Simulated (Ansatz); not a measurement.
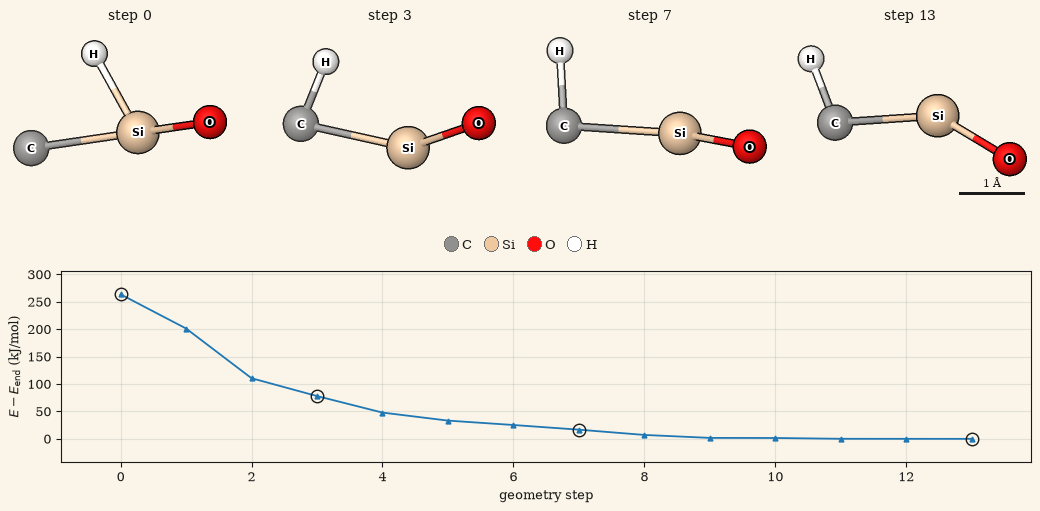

Frames of a relaxation of CHOSi (charge +1), marked on the history of the run. Style: ball-and-stick. Shown at a tilt.

It is one of the separated reactants of a reaction.

The calculation used Ansatz 0.2.0, RKS PBE-D4/def2-SVP. Set-up: force threshold 0.03 eV/Å; at most 250 steps.

### What happens along the run?

After 13 geometry steps the energy has fallen by 263.7 kJ/mol. The largest force component goes from 2.9 to 0.017 eV/Å. The H atom moves most after the best rigid fit: 1.23 Å. Largest moves by element: H 1.23 Å, O 0.66 Å, C 0.58 Å, Si 0.56 Å. Near-neighbour distances that change, for instance: H–Si 1.420 → 2.571 Å, C–H 1.834 → 1.129 Å, C–Si 1.859 → 1.882 Å, O–Si 1.561 → 1.546 Å. New bonds form: C–H (1.83 → 1.13 Å). Bonds break: H–Si (1.42 → 2.57 Å). Among the angles between lasting bonds that change: C–Si–O 162.5° → 150.7°. From step 0 to 3: the H atom moves most (0.52 Å), energy −185.6 kJ/mol. From step 3 to 7: the H atom moves most (0.57 Å), energy −61.3 kJ/mol. From step 7 to 13: the Si atom moves most (0.31 Å), energy −16.7 kJ/mol.

```json
{"step": "0", "E − E(0), kJ/mol": "0.00", "largest force component, eV/Å": "2.8540"}
{"step": "1", "E − E(0), kJ/mol": "-62.33", "largest force component, eV/Å": "1.9412"}
{"step": "2", "E − E(0), kJ/mol": "-153.07", "largest force component, eV/Å": "1.5836"}
{"step": "3", "E − E(0), kJ/mol": "-185.62", "largest force component, eV/Å": "3.3727"}
{"step": "4", "E − E(0), kJ/mol": "-215.77", "largest force component, eV/Å": "1.2829"}
{"step": "5", "E − E(0), kJ/mol": "-230.41", "largest force component, eV/Å": "1.2366"}
{"step": "6", "E − E(0), kJ/mol": "-238.42", "largest force component, eV/Å": "0.8781"}
{"step": "7", "E − E(0), kJ/mol": "-246.96", "largest force component, eV/Å": "1.0362"}
{"step": "8", "E − E(0), kJ/mol": "-256.55", "largest force component, eV/Å": "0.9267"}
{"step": "9", "E − E(0), kJ/mol": "-261.94", "largest force component, eV/Å": "0.2399"}
{"step": "10", "E − E(0), kJ/mol": "-262.13", "largest force component, eV/Å": "0.3120"}
{"step": "11", "E − E(0), kJ/mol": "-263.59", "largest force component, eV/Å": "0.0436"}
{"step": "12", "E − E(0), kJ/mol": "-263.66", "largest force component, eV/Å": "0.0650"}
{"step": "13", "E − E(0), kJ/mol": "-263.70", "largest force component, eV/Å": "0.0170"}
```
